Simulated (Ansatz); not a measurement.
System: Ga₄SbP₃.

```cif
data_structure
_symmetry_space_group_name_H-M 'P 1'
_symmetry_Int_Tables_number 1
_cell_length_a 3.9634
_cell_length_b 3.9634
_cell_length_c 13.0915
_cell_angle_alpha 90.000
_cell_angle_beta 90.000
_cell_angle_gamma 120.000
_cell_volume 178.10
loop_
_atom_site_label
_atom_site_type_symbol
_atom_site_fract_x
_atom_site_fract_y
_atom_site_fract_z
_atom_site_occupancy
P1 P 0.66667 0.33333 0.98903 1
P2 P 0.66667 0.33333 0.51092 1
P3 P 0.33333 0.66667 0.74995 1
Sb1 Sb 0.33333 0.66667 0.24763 1
Ga1 Ga 0.66667 0.33333 0.80713 1
Ga2 Ga 0.66667 0.33333 0.33145 1
Ga3 Ga 0.33333 0.66667 0.56841 1
Ga4 Ga 0.33333 0.66667 0.04547 1
```

Space group P3m1; started from the ordered alloy on wurtzite lattice prototype, which need not be the ambient phase.

The calculation used Ansatz, DFT, HSE06, plane waves, PAW.

**What can the converged valence pseudo-density and electron localisation function tell about the bonding?**

Ga–P (2.35 Å): ρ is about 0.56 e/Å³ halfway; the ELF peaks at about 0.95 between the atoms, as expected for localised, covalent bonding.
Ga–Sb (2.54 Å): ρ at the midpoint is about 0.5 e/Å³; the ELF peaks at about 0.70 between the atoms.
Ga–P (2.40 Å): ρ is about 0.52 e/Å³ halfway; the ELF peaks at about 0.90 in the valence shell of P, 0.8 Å from its nucleus, and is about 0.80 at the midpoint.
Ga–Sb (2.65 Å): ρ is about 0.43 e/Å³ halfway; the ELF peaks at about 0.75 between the atoms, as expected for localised, covalent bonding.

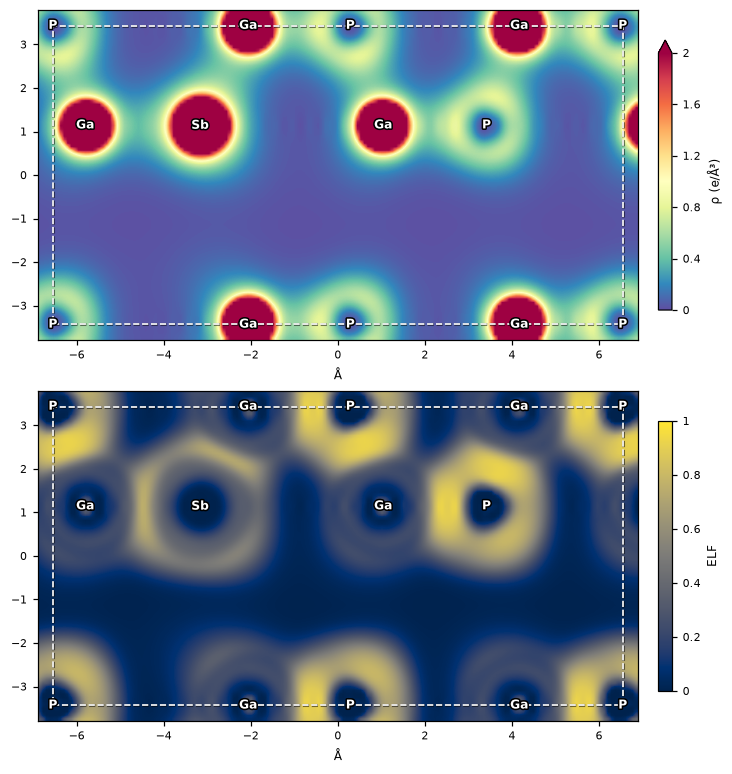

Computed valence pseudo-density and electron localisation function on the (110) plane of the conventional cell, in this order. 
